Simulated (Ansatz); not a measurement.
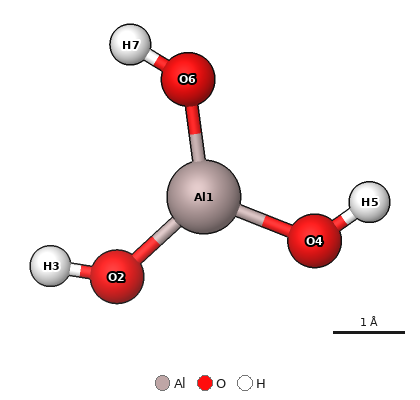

Fig. 1: The starting structure (ball-and-stick view, seen on its broad side; atoms are numbered from 1 in the order of the input). Sticks mark near contacts.

## Molecular dynamics, with input and output: AlH₃O₃ (part 1 of 2)

System: AlH₃O₃.
Method: RKS B3LYP-D4/def2-SVP (Ansatz 0.2.0).

One setting was made poor on purpose. It belongs to a series of runs on one base structure; here: dynamics from the start. Figures and captions count atoms from 1; the log counts them from 0 in places.

## Input
```yaml
crystal:
  periodic: [false, false, false]
  atoms:
    - { symbol: Al, position_ang: [0.018438, -0.282506, 0.087049] }
    - { symbol: O, position_ang: [-0.095034, -0.059249, 1.764003] }
    - { symbol: H, position_ang: [-0.887942, 0.010592, 2.298827] }
    - { symbol: O, position_ang: [1.590885, -0.307352, -0.546279] }
    - { symbol: H, position_ang: [1.779314, -0.45805, -1.476271] }
    - { symbol: O, position_ang: [-1.295217, -0.473486, -0.975844] }
    - { symbol: H, position_ang: [-2.229743, -0.509949, -0.760786] }
basis:
  gaussian: { orbitals: def2-SVP }
hamiltonian:
  xc: b3lyp
  dispersion: d4
md:
  timestep: 2.0
  n_steps: 40
  ensemble: nve
  temperature: 1000.0
  initial_velocities: maxwell_boltzmann
  seed: 754431
```

Machine: 1 thread of Arm Neoverse V2, 24 GiB of memory available, shared host.

Launch command:
```bash
ansatz run input.yaml --threads 1 --pin off --max-ram 2048MiB --backend cpu --events-out ev --progress --plain --runs-dir out
```

## What the program printed
```
Engine: ansatz 0.2.0, aarch64-unknown-linux-gnu
Functional definition: B3LYP
  parameter a0 = 0.2
  parameter ax = 0.72
  parameter ac = 0.81
  exchange = (1 - a0 - ax)*slater_x + ax*b88_x + a0*exact_x
  correlation = (1 - ac)*vwn_rpa_c + ac*lyp_c
746 factors; integrals over basis functions are off by at most 3.7e-4 eV
mean field evaluation 1: about -12770.4141 eV, gradient 9.1e1 eV
mean field evaluation 2: about -12743.9121 eV, gradient 1.5e2 eV
mean field evaluation 4: about -12784.7225 eV, gradient 5.8e0 eV
mean field evaluation 8: about -12784.7790 eV, gradient 6.3e-2 eV
mean field -12784.77903834 eV, -469.8319638246 hartree, gradient 1.8e-5 eV, S^2 0.000000; 0 other end points of the search recorded, 0 dependent functions left out
the calculation of the forces begins
reference -12784.77925435 eV, -469.8319717627 hartree; 20, 20 occupied and 55, 55 virtual orbitals, 746 factors
md step     0: t =     0.00 fs  T =  1000.0 K  F+E_penalty+E_count = -12784.94311014 eV  E_kin = 0.646300 eV  conserved = -12784.29681014 eV  (23 SCF iters)
these checks for a lower state are left out or cut short: starts, cluster_reference, orbital_swaps, neighbouring_geometries, increment
746 factors; integrals over basis functions are off by at most 3.7e-4 eV
mean field evaluation 16: about -12784.4530 eV, gradient 1.1e-1 eV
mean field -12784.45231023 eV, -469.8199567880 hartree, gradient 1.4e-5 eV, S^2 0.000000; 0 other end points of the search recorded, 0 dependent functions left out
[... from here on the field's lines of each further geometry are left out, up to the last ...]
md step     1: t =     2.00 fs  T =   815.1 K  F+E_penalty+E_count = -12784.61577046 eV  E_kin = 0.526830 eV  conserved = -12784.08894068 eV  (27 SCF iters, 5 dispersion substeps)
md step     2: t =     4.00 fs  T =  1005.3 K  F+E_penalty+E_count = -12784.77107446 eV  E_kin = 0.649742 eV  conserved = -12784.12133201 eV  (27 SCF iters, 5 dispersion substeps)
md step     3: t =     6.00 fs  T =   769.1 K  F+E_penalty+E_count = -12784.51170202 eV  E_kin = 0.497045 eV  conserved = -12784.01465730 eV  (25 SCF iters, 5 dispersion substeps)
md step     4: t =     8.00 fs  T =   957.5 K  F+E_penalty+E_count = -12784.81247593 eV  E_kin = 0.618818 eV  conserved = -12784.19365799 eV  (27 SCF iters, 5 dispersion substeps)
md step     5: t =    10.00 fs  T =   732.7 K  F+E_penalty+E_count = -12784.35615132 eV  E_kin = 0.473564 eV  conserved = -12783.88258733 eV  (25 SCF iters, 5 dispersion substeps)
md step     6: t =    12.00 fs  T =  1009.0 K  F+E_penalty+E_count = -12784.39730885 eV  E_kin = 0.652141 eV  conserved = -12783.74516783 eV  (29 SCF iters, 5 dispersion substeps)
md step     7: t =    14.00 fs  T =   551.6 K  F+E_penalty+E_count = -12783.99678345 eV  E_kin = 0.356471 eV  conserved = -12783.64031293 eV  (25 SCF iters, 5 dispersion substeps)
md step     8: t =    16.00 fs  T =  1137.1 K  F+E_penalty+E_count = -12784.56515272 eV  E_kin = 0.734934 eV  conserved = -12783.83021865 eV  (28 SCF iters, 5 dispersion substeps)
md step     9: t =    18.00 fs  T =  1053.9 K  F+E_penalty+E_count = -12783.02883018 eV  E_kin = 0.681117 eV  conserved = -12782.34771328 eV  (29 SCF iters, 7 dispersion substeps)
md step    10: t =    20.00 fs  T =  4490.0 K  F+E_penalty+E_count = -12782.59831011 eV  E_kin = 2.901867 eV  conserved = -12779.69644333 eV  (52 SCF iters, 7 dispersion substeps)
md step    11: t =    22.00 fs  T =  1385.6 K  F+E_penalty+E_count = -12780.65604615 eV  E_kin = 0.895500 eV  conserved = -12779.76054632 eV  (31 SCF iters, 9 dispersion substeps)
md step    12: t =    24.00 fs  T =   246.9 K  F+E_penalty+E_count = -12779.90039553 eV  E_kin = 0.159558 eV  conserved = -12779.74083794 eV  (32 SCF iters, 9 dispersion substeps)
md step    13: t =    26.00 fs  T =   443.8 K  F+E_penalty+E_count = -12780.04010689 eV  E_kin = 0.286810 eV  conserved = -12779.75329684 eV  (31 SCF iters, 9 dispersion substeps)
md step    14: t =    28.00 fs  T =  1918.2 K  F+E_penalty+E_count = -12780.93794131 eV  E_kin = 1.239763 eV  conserved = -12779.69817798 eV  (32 SCF iters, 9 dispersion substeps)
md step    15: t =    30.00 fs  T =  5509.9 K  F+E_penalty+E_count = -12783.44620261 eV  E_kin = 3.561067 eV  conserved = -12779.88513583 eV  (30 SCF iters, 9 dispersion substeps)
md step    16: t =    32.00 fs  T = 34810.0 K  F+E_penalty+E_count = -12772.81000809 eV  E_kin = 22.497713 eV  conserved = -12750.31229545 eV  (24 SCF iters, 11 dispersion substeps)
md step    17: t =    34.00 fs  T = 209812.3 K  F+E_penalty+E_count = -12776.70314369 eV  E_kin = 135.601701 eV  conserved = -12641.10144306 eV  (58 SCF iters, 25 dispersion substeps)
md step    18: t =    36.00 fs  T = 208619.4 K  F+E_penalty+E_count = -12776.16186082 eV  E_kin = 134.830697 eV  conserved = -12641.33116427 eV  (48 SCF iters, 49 dispersion substeps)
md step    19: t =    38.00 fs  T = 208397.9 K  F+E_penalty+E_count = -12776.07848202 eV  E_kin = 134.687530 eV  conserved = -12641.39095191 eV  (46 SCF iters, 49 dispersion substeps)
md step    20: t =    40.00 fs  T = 207987.9 K  F+E_penalty+E_count = -12775.78724419 eV  E_kin = 134.422557 eV  conserved = -12641.36468767 eV  (38 SCF iters, 49 dispersion substeps)
md step    21: t =    42.00 fs  T = 207621.7 K  F+E_penalty+E_count = -12775.59793282 eV  E_kin = 134.185926 eV  conserved = -12641.41200717 eV  (39 SCF iters, 49 dispersion substeps)
md step    22: t =    44.00 fs  T = 207040.8 K  F+E_penalty+E_count = -12775.14634625 eV  E_kin = 133.810497 eV  conserved = -12641.33584897 eV  (39 SCF iters, 49 dispersion substeps)
md step    23: t =    46.00 fs  T = 206528.8 K  F+E_penalty+E_count = -12774.82448993 eV  E_kin = 133.479564 eV  conserved = -12641.34492616 eV  (37 SCF iters, 49 dispersion substeps)
md step    24: t =    48.00 fs  T = 205887.9 K  F+E_penalty+E_count = -12774.38723995 eV  E_kin = 133.065322 eV  conserved = -12641.32191799 eV  (37 SCF iters, 49 dispersion substeps)
md step    25: t =    50.00 fs  T = 205446.5 K  F+E_penalty+E_count = -12774.16043393 eV  E_kin = 132.780078 eV  conserved = -12641.38035558 eV  (37 SCF iters, 49 dispersion substeps)
md step    26: t =    52.00 fs  T = 204942.6 K  F+E_penalty+E_count = -12773.74042493 eV  E_kin = 132.454410 eV  conserved = -12641.28601484 eV  (38 SCF iters, 49 dispersion substeps)
md step    27: t =    54.00 fs  T = 204613.1 K  F+E_penalty+E_count = -12773.51006104 eV  E_kin = 132.241419 eV  conserved = -12641.26864189 eV  (39 SCF iters, 49 dispersion substeps)
md step    28: t =    56.00 fs  T = 204208.6 K  F+E_penalty+E_count = -12773.22933256 eV  E_kin = 131.980009 eV  conserved = -12641.24932398 eV  (110 SCF iters, 49 dispersion substeps)
md step    29: t =    58.00 fs  T = 204056.5 K  F+E_penalty+E_count = -12773.22190150 eV  E_kin = 131.881700 eV  conserved = -12641.34020150 eV  (47 SCF iters, 49 dispersion substeps)
md step    30: t =    60.00 fs  T = 203787.3 K  F+E_penalty+E_count = -12772.91267142 eV  E_kin = 131.707729 eV  conserved = -12641.20494290 eV  (41 SCF iters, 49 dispersion substeps)
md step    31: t =    62.00 fs  T = 203704.4 K  F+E_penalty+E_count = -12772.79354980 eV  E_kin = 131.654167 eV  conserved = -12641.13938324 eV  (42 SCF iters, 49 dispersion substeps)
md step    32: t =    64.00 fs  T = 203377.7 K  F+E_penalty+E_count = -12772.55791169 eV  E_kin = 131.443027 eV  conserved = -12641.11488426 eV  (40 SCF iters, 49 dispersion substeps)
md step    33: t =    66.00 fs  T = 203586.7 K  F+E_penalty+E_count = -12772.80323481 eV  E_kin = 131.578069 eV  conserved = -12641.22516559 eV  (41 SCF iters, 49 dispersion substeps)
md step    34: t =    68.00 fs  T = 203309.8 K  F+E_penalty+E_count = -12772.30456820 eV  E_kin = 131.399101 eV  conserved = -12640.90546693 eV  (47 SCF iters, 49 dispersion substeps)
md step    35: t =    70.00 fs  T = 203760.2 K  F+E_penalty+E_count = -12772.57631483 eV  E_kin = 131.690198 eV  conserved = -12640.88611692 eV  (46 SCF iters, 49 dispersion substeps)
md step    36: t =    72.00 fs  T = 203324.6 K  F+E_penalty+E_count = -12772.25571815 eV  E_kin = 131.408699 eV  conserved = -12640.84701927 eV  (41 SCF iters, 49 dispersion substeps)
md step    37: t =    74.00 fs  T = 203501.2 K  F+E_penalty+E_count = -12772.38625879 eV  E_kin = 131.522845 eV  conserved = -12640.86341366 eV  (47 SCF iters, 49 dispersion substeps)
md step    38: t =    76.00 fs  T = 204070.6 K  F+E_penalty+E_count = -12772.76272919 eV  E_kin = 131.890859 eV  conserved = -12640.87187005 eV  (61 SCF iters, 49 dispersion substeps)
md step    39: t =    78.00 fs  T = 204728.8 K  F+E_penalty+E_count = -12773.21619691 eV  E_kin = 132.316202 eV  conserved = -12640.89999468 eV  (86 SCF iters, 49 dispersion substeps)
the calculation of the forces begins
reference -12773.35889402 eV, -469.4122812616 hartree; 20, 20 occupied and 55, 55 virtual orbitals, 739 factors
739 factors; integrals over basis functions are off by at most 5.3e-4 eV
mean field evaluation 384: about -12773.3466 eV, gradient 7.8e-2 eV
mean field evaluation 416: about -12769.5366 eV, gradient 3.2e1 eV
mean field evaluation 448: about -12773.3585 eV, gradient 1.6e-3 eV
mean field -12773.35854258 eV, -469.4122683463 hartree, gradient 5.1e-7 eV, S^2 0.000000; 4 other end points of the search recorded, 0 dependent functions left out
the calculation of the forces begins
reference -12773.35889402 eV, -469.4122812616 hartree; 20, 20 occupied and 55, 55 virtual orbitals, 739 factors
md step    40: t =    80.00 fs  T = 205234.6 K  F+E_penalty+E_count = -12773.49530692 eV  E_kin = 132.643112 eV  conserved = -12640.85219447 eV  (269 SCF iters, 49 dispersion substeps)
```

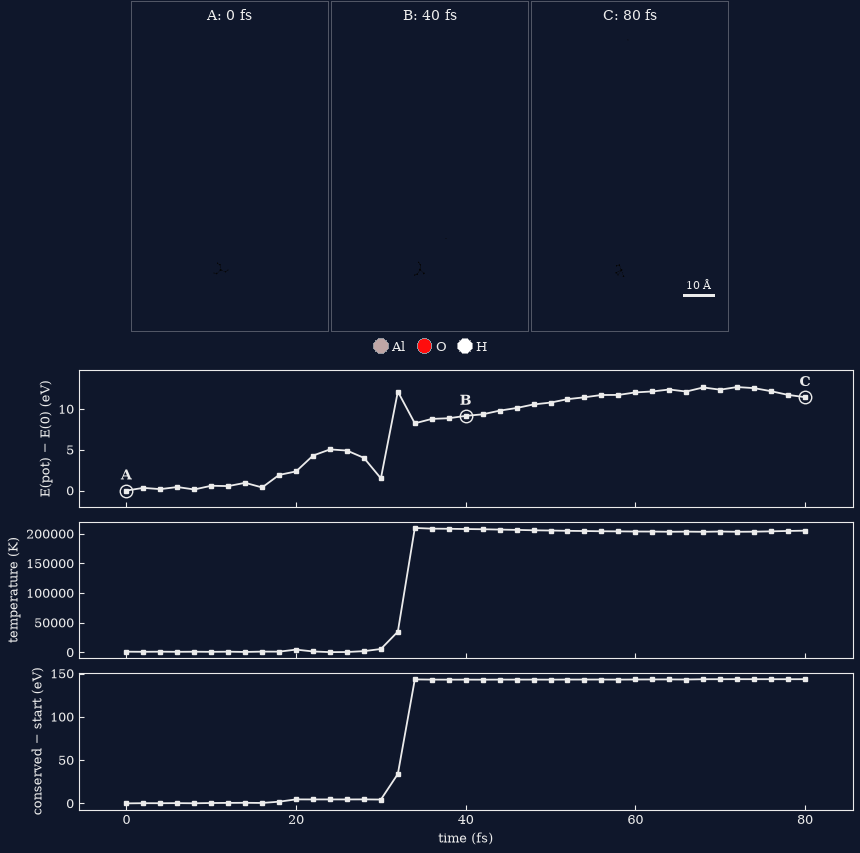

Fig. 2: Frames of the molecular dynamics (ball-and-stick, seen on its broad side) above the curves, on which the letters mark them. The trajectory kept here has 41 frames over 80 fs. The temperature starts at 1000 K, ranges from 247 to 209812 K and averages 204796 K over the second half. The potential energy ends 11.448 eV above its first value. The conserved quantity stays within 140 eV. After an unweighted best fit of the last frame on the first, the root-mean-square displacement is 25.92 Å, and H5 has moved furthest (63.28 Å).

```
Total energy: -12773.49565836 eV, -469.4173072584 hartree
Atom 0 at     0.419743     0.123824     0.632841 Å, force    -1.281585     0.421648     3.959655 eV/Å
Atom 1 at    -0.775073    -0.346420     1.984201 Å, force    -1.465522    -0.623271    -4.085281 eV/Å
Atom 2 at    -0.104806    -0.055054     2.519224 Å, force     2.822049     0.986529     4.248427 eV/Å
Atom 3 at     1.419336     0.954207     2.316234 Å, force    -1.331061    -1.250829    -3.794589 eV/Å
Atom 4 at    -8.876352   -27.157555   -70.147273 Å, force     0.000031     0.000085     0.000219 eV/Å
Atom 5 at    -0.563742    -0.418560    -0.704078 Å, force     0.944003     0.005473     0.322570 eV/Å
Atom 6 at    -1.192659    -0.958479    -0.161947 Å, force     0.312085     0.460365    -0.651001 eV/Å
Dipole moment:     0.054448    -0.824902    -2.280157 e Å
```

## Trajectory as extended XYZ (Å, eV, eV/Å), 41 frames, from step=0 to step=40
```
7
Properties=species:S:1:pos:R:3:forces:R:3 step=0 time_fs=0.0 energy=-12784.94311 temperature=1000.0
Al    0.0184   -0.2825    0.0870   -0.0035   0.0084   0.0011
O    -0.0950   -0.0592    1.7640   -0.0089   0.0024   0.0060
H    -0.8879    0.0106    2.2988    0.0022  -0.0012   0.0027
O     1.5909   -0.3074   -0.5463   -0.0006  -0.0142  -0.0137
H     1.7793   -0.4580   -1.4763    0.0038   0.0095   0.0020
O    -1.2952   -0.4735   -0.9758    0.0096  -0.0102   0.0018
H    -2.2297   -0.5099   -0.7608   -0.0025   0.0053   0.0000
7
Properties=species:S:1:pos:R:3:forces:R:3 step=1 time_fs=2.0 energy=-12784.61577 temperature=815.1
Al    0.0058   -0.2924    0.0925    0.2175   0.1143  -0.0136
O    -0.0714   -0.0569    1.7668   -2.2587   0.3365   1.7659
H    -0.8915    0.0644    2.3644    2.1961  -0.3489  -1.6781
O     1.5799   -0.2978   -0.5452   -1.1848   1.1014   5.6404
H     1.7275   -0.4765   -1.3928    1.1485  -1.1693  -5.7317
O    -1.2841   -0.4739   -0.9958    0.4579  -0.0221  -0.0736
H    -2.2132   -0.4641   -0.7996   -0.5765  -0.0118   0.0907
7
Properties=species:S:1:pos:R:3:forces:R:3 step=2 time_fs=4.0 energy=-12784.77107 temperature=1005.3
Al   -0.0066   -0.3021    0.0979    0.2055   0.1990   0.1107
O    -0.0532   -0.0537    1.7738   -0.8099   0.1115   0.5095
H    -0.8109    0.1048    2.3658    0.6225  -0.1595  -0.5175
O     1.5661   -0.2856   -0.5305    0.7634  -0.9073  -3.2045
H     1.7196   -0.5397   -1.5287   -0.4947   0.8213   3.0890
O    -1.2720   -0.4744   -1.0159   -0.5451  -0.0124   0.0936
H    -2.2187   -0.4187   -0.8349    0.2582  -0.0526  -0.0810
7
Properties=species:S:1:pos:R:3:forces:R:3 step=3 time_fs=6.0 energy=-12784.51170 temperature=769.1
Al   -0.0186   -0.3115    0.1034    0.3416   0.3006   0.2832
O    -0.0369   -0.0502    1.7821    2.8084  -0.9441  -2.8856
H    -0.7065    0.1392    2.3474   -3.1273   0.8513   2.6950
O     1.5542   -0.2755   -0.5236    0.9079  -1.2849  -4.0055
H     1.6927   -0.5715   -1.5464   -0.5489   1.1626   3.8575
O    -1.2611   -0.4749   -1.0358   -0.9441   0.0317   0.1894
H    -2.2143   -0.3753   -0.8732    0.5624  -0.1171  -0.1340
7
Properties=species:S:1:pos:R:3:forces:R:3 step=4 time_fs=8.0 energy=-12784.81248 temperature=957.5
Al   -0.0302   -0.3205    0.1094    0.5059   0.4175   0.1850
O    -0.0139   -0.0490    1.7834   -1.5064   0.3836   1.0798
H    -0.7219    0.2061    2.4321    1.1645  -0.4942  -1.1668
O     1.5444   -0.2686   -0.5263   -0.0875   0.0758   0.9578
H     1.6449   -0.5588   -1.4163    0.3107  -0.2860  -1.1952
O    -1.2525   -0.4753   -1.0552   -0.1134  -0.0527   0.1580
H    -2.1884   -0.3364   -0.9168   -0.2738  -0.0440  -0.0185
7
Properties=species:S:1:pos:R:3:forces:R:3 step=5 time_fs=10.0 energy=-12784.35615 temperature=732.7
Al   -0.0410   -0.3288    0.1156    0.5937   0.5332   0.1477
O     0.0055   -0.0469    1.7873   -2.2635   0.7680   1.8992
H    -0.6926    0.2541    2.4721    1.8629  -0.9063  -1.9866
O     1.5344   -0.2615   -0.5267   -0.8587   2.2434   7.0615
H     1.6090   -0.5570   -1.3320    1.0274  -2.5320  -7.3712
O    -1.2442   -0.4759   -1.0742    0.1472  -0.0974   0.2474
H    -2.1730   -0.2992   -0.9610   -0.5090  -0.0089   0.0019
7
Properties=species:S:1:pos:R:3:forces:R:3 step=6 time_fs=12.0 energy=-12784.39731 temperature=1009.0
Al   -0.0510   -0.3365    0.1220    0.4460   0.5353   0.1385
O     0.0194   -0.0430    1.7958    0.2806  -0.4839  -1.0275
H    -0.5921    0.2674    2.4361   -0.8117   0.3095   0.7762
O     1.5223   -0.2490   -0.5101    0.8134  -1.9892  -4.4046
H     1.6122   -0.6521   -1.5298   -0.3421   1.7481   4.1635
O    -1.2355   -0.4767   -1.0927   -0.7730   0.0820   0.4195
H    -2.1770   -0.2624   -1.0052    0.3868  -0.2019  -0.0656
7
Properties=species:S:1:pos:R:3:forces:R:3 step=7 time_fs=14.0 energy=-12783.99678 temperature=551.6
Al   -0.0603   -0.3433    0.1286    0.4112   0.5807   0.0600
O     0.0340   -0.0402    1.8019    1.6997  -1.4719  -2.9033
H    -0.5226    0.2925    2.4298   -2.3181   1.2669   2.5608
O     1.5122   -0.2413   -0.5041    0.9794  -2.3621  -5.1054
H     1.6024   -0.6803   -1.5683   -0.4394   2.1111   4.8815
O    -1.2287   -0.4773   -1.1101   -0.7584   0.1107   0.5425
H    -2.1663   -0.2332   -1.0518    0.4255  -0.2354  -0.0361
7
Properties=species:S:1:pos:R:3:forces:R:3 step=8 time_fs=16.0 energy=-12784.56515 temperature=1137.1
Al   -0.0691   -0.3494    0.1354    0.4849   0.6948  -0.2296
O     0.0527   -0.0410    1.8009   -2.0640   0.9625   1.8608
H    -0.5418    0.3662    2.5216    1.4605  -1.1798  -2.0188
O     1.5045   -0.2392   -0.5105    0.2468  -0.9942  -1.3821
H     1.5758   -0.6276   -1.4196    0.0866   0.6420   1.0929
O    -1.2237   -0.4776   -1.1262    0.2449  -0.1185   0.6653
H    -2.1392   -0.2131   -1.0999   -0.4596  -0.0068   0.0115
7
Properties=species:S:1:pos:R:3:forces:R:3 step=9 time_fs=18.0 energy=-12783.02883 temperature=1053.9
Al   -0.0771   -0.3544    0.1418    0.6454   0.8331  -0.3191
O     0.0665   -0.0394    1.8044   -2.1366   1.0992   2.0013
H    -0.5052    0.3946    2.5360    1.4850  -1.3424  -2.1858
O     1.4974   -0.2396   -0.5201   -1.8437   7.2311  17.9453
H     1.5526   -0.5503   -1.2292    1.9332  -7.6924 -18.2888
O    -1.2181   -0.4782   -1.1408    0.2690  -0.0946   0.8220
H    -2.1298   -0.1932   -1.1475   -0.3524  -0.0339   0.0251
7
Properties=species:S:1:pos:R:3:forces:R:3 step=10 time_fs=20.0 energy=-12782.59831 temperature=4490.0
Al   -0.0843   -0.3582    0.1477    0.1266   0.6141  -0.4894
O     0.0750   -0.0352    1.8127    0.9437  -1.5057  -2.4963
H    -0.4117    0.3717    2.4667   -1.7020   1.2491   2.1491
O     1.4858   -0.2225   -0.4865    1.4981  -2.7035  -5.7180
H     1.6031   -0.7676   -1.7389   -0.7198   2.4836   5.6016
O    -1.2119   -0.4790   -1.1533   -0.6227   0.1561   0.8497
H    -2.1339   -0.1746   -1.1942    0.4762  -0.2936   0.1033
```
